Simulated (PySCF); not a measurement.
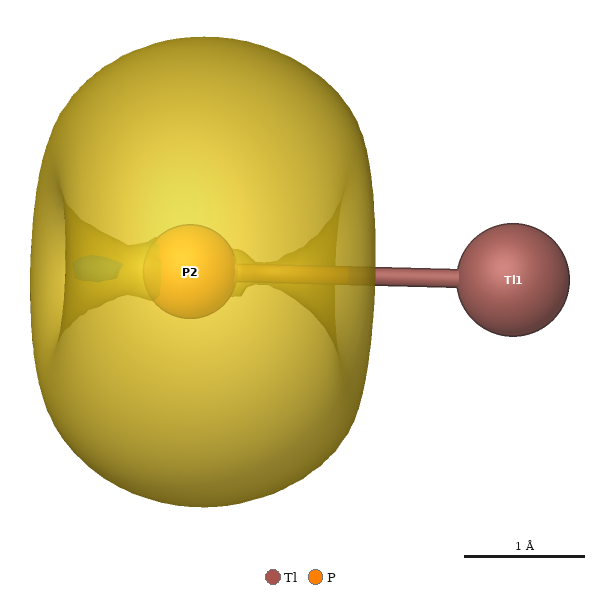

*TlP (triplet). Isosurfaces of the spin density at +0.015 (yellow) and −0.015 e/Å³ (cyan), seen from one side.*

Core potentials replace the inner electrons of Tl.

Level of theory: PBE0/def2-SVPD, non-relativistic Hamiltonian with scalar-relativistic core potentials where named, at a bond length of 2.742 Å in PySCF 2.14.0.

Q: Describe the spin distribution.

A: The unpaired spin (2 electrons) lies mostly on P2 (about 1.8) and Tl1 (about 0.2), in electrons by Hirshfeld's partition.
